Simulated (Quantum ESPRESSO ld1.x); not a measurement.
Atomic calculation, with input and output: Ne

Ne, configuration typed as [Ne]. Computed at this level: radial all-electron Kohn-Sham run of Quantum ESPRESSO ld1.x with rel=0, dft='PBESOL' as typed.

**The input**
```
 &input
    zed=10.0,
    iswitch=1,
    rel=0,
    dft='PBESOL',
    config='[Ne]',
    beta=0.01,
    prefix='ld1',
    max_out_wfc=37,
    file_charge='ld1.rho',
 /
```

Hardware: 1 CPU thread, shared host.

Command:
```bash
OMP_NUM_THREADS=1 ld1.x < ld1.in > ld1.out
```

**The program's output**
```
     Program LD1 v.7.5 starts

     --------------------------- All-electron run ----------------------------

     atomic number is 10.00
     dft =PBESOL   lsd =0 sic =0 latt =0  beta=0.01 tr2=1.0E-14
     Exchange-correlation= PBESOL
                           (   1   4  10   8   0   0   0)
     mesh =1739 r(mesh) =  99.62518 a.u. xmin = -7.00 dx = 0.00800
     1 Ry =  13.60569312 eV

     n l     nl                  e(Ry)          e(Ha)          e(eV)
     1 0     1S 1( 2.00)       -60.7962       -30.3981      -827.1738
     2 0     2S 1( 2.00)        -2.6514        -1.3257       -36.0740
     2 1     2P 1( 6.00)        -0.9763        -0.4882       -13.2839

     final scf error:  4.3E-15 reached in 115 iterations

     Etot =    -257.051694 Ry,    -128.525847 Ha,   -3497.366469 eV

     Ekin =     256.357880 Ry,     128.178940 Ha,    3487.926649 eV
     Encl =    -620.925571 Ry,    -310.462786 Ha,   -8448.122773 eV
     Eh   =     131.553466 Ry,      65.776733 Ha,    1789.876083 eV
     Exc  =     -24.037469 Ry,     -12.018735 Ha,    -327.046428 eV

     normalization and overlap integrals

     s(1S/1S) =  1.000000  <r> =   0.1585  <r2> =    0.0339  r(max) =   0.1033
     s(1S/2S) = -0.000000
     s(2S/2S) =  1.000000  <r> =   0.9008  <r2> =    0.9912  r(max) =   0.6821
     s(2P/2P) =  1.000000  <r> =   0.9814  <r2> =    1.2965  r(max) =   0.6246

     ------------------------ End of All-electron run ------------------------
```

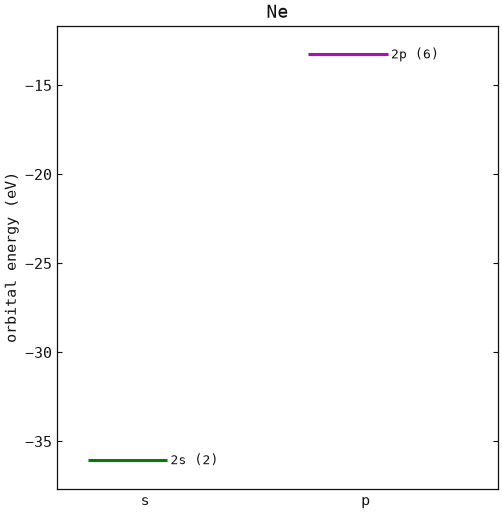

**Figure 1.** The outer levels are drawn (occupations in brackets). They are the filled levels of this odd run. The highest occupied level is 2p at −13.3 eV. From the top down the occupied levels run 2p (−13.3 eV), 2s (−36.1 eV).

**What the run reported**

- outcome: converged
- total energy: −128.525847 hartree
- kinetic energy: 128.178940 hartree
- electron–nucleus energy: −310.462785 hartree
- Hartree energy: 65.776733 hartree
- exchange–correlation energy: −12.018735 hartree
- SCF iterations: 115
- wall time: 0.8 s

**What is odd here**

The input is odd on purpose: mixing too small. The program ran to the end, and its total energy equals that of the same run with the usual input (−128.52585 hartree) within 10⁻⁵ hartree, so the oddity leaves no trace in it.
